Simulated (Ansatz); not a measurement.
**CH$_{3}$Cl$_{2}$MoNO: density, localisation and related maps**

```xyz
9

C     0.9172   -1.2923   -0.1396
N     0.4503    0.0361    0.0152
Mo   -0.8389    1.1568    0.1218
O    -2.2372    0.2616   -0.0264
Cl   -0.6313    2.5938   -1.6166
Cl   -0.7287    2.1208    2.1684
H     0.0841   -1.9957   -0.2486
H     1.5584   -1.3535   -1.0245
H     1.5146   -1.5738    0.7331
```

Geometry: PBE0-D4/def2-TZVP; core potentials replace the inner electrons of Mo.

The calculation used RKS PBE0-D4/def2-TZVPP in Ansatz.

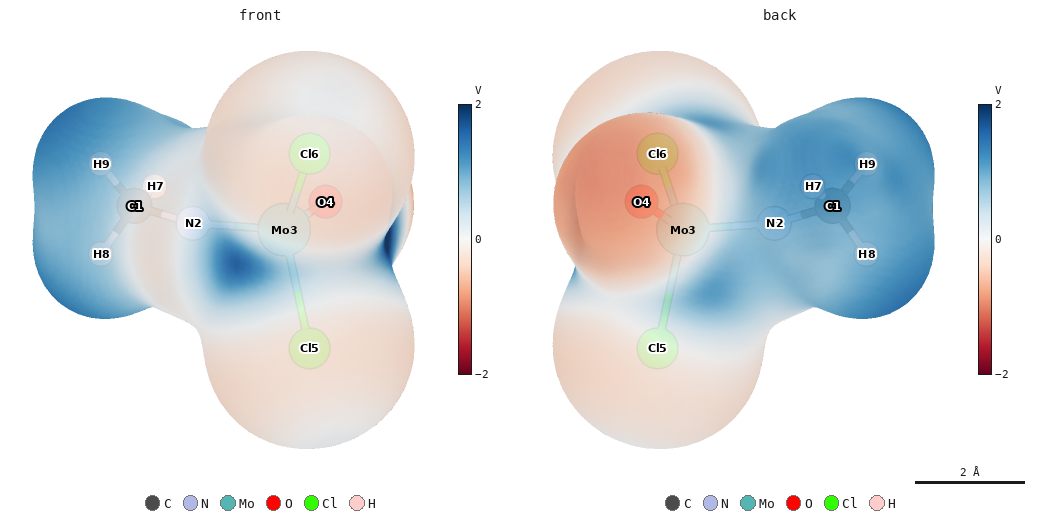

Figure 1. The electrostatic potential painted on the density surface at 0.002 e/bohr³, seen from the front and from behind; the colour scale runs from red (negative) to blue (positive).

Question: Which sites attract a positive test charge, and which a negative one?

Answer: A positive charge is drawn to the negative regions and a negative charge to the positive ones. The most negative region (about −0.9 V) lies over O4, the most positive (about +1.7 V) over Mo3.

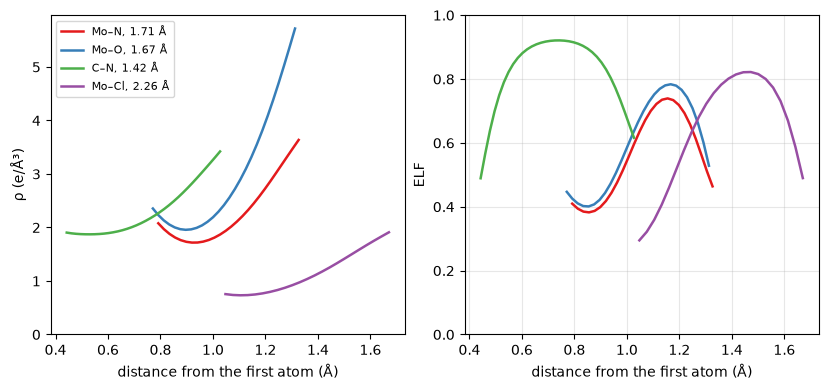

Figure 2. Electron density and electron localisation function along straight lines between neighbouring atoms. The curves leave out the atomic cores.

Question: What can be read from the curves?

Answer: Mo–N (1.71 Å): ρ is about 1.8 e/Å³ halfway; the ELF peaks at about 0.75 in the valence shell of N, 0.6 Å from its nucleus, and drops to about 0.40 between the two atoms.
Mo–O (1.67 Å): the density is about 2.1 e/Å³ at the midpoint; the ELF peaks at about 0.80 in the valence shell of O, 0.5 Å from its nucleus, and drops to about 0.40 between the two atoms.
C–N (1.42 Å): the density is about 2 e/Å³ at the midpoint; the ELF peaks at about 0.90 between the atoms: a covalent bond.
Mo–Cl (2.26 Å): the density is about 0.74 e/Å³ at the midpoint; the ELF peaks at about 0.80 in the valence shell of Cl, 0.8 Å from its nucleus, and is about 0.40 at the midpoint.

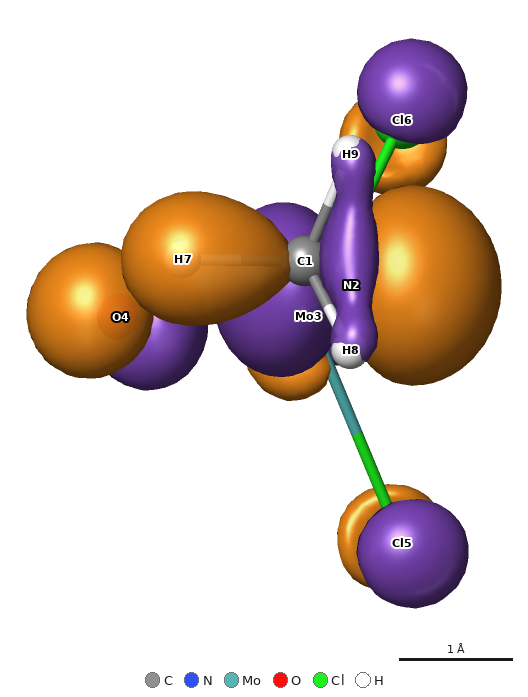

Figure 3. The HOMO at ±0.15 Å⁻³ᐟ² (orange and purple are the two phases), seen at an oblique angle.

Question: Where does this orbital lie, and at what energy?

Answer: It lies mainly on N2 (about 40 %), O4 (about 15 %), Mo3 (about 15 %), C1 (about 10 %), Cl5 (about 10 %) and Cl6 (about 10 %); largely a combination of lone pairs on N2, O4, Cl5 and Cl6. Its energy is −8.33 eV.
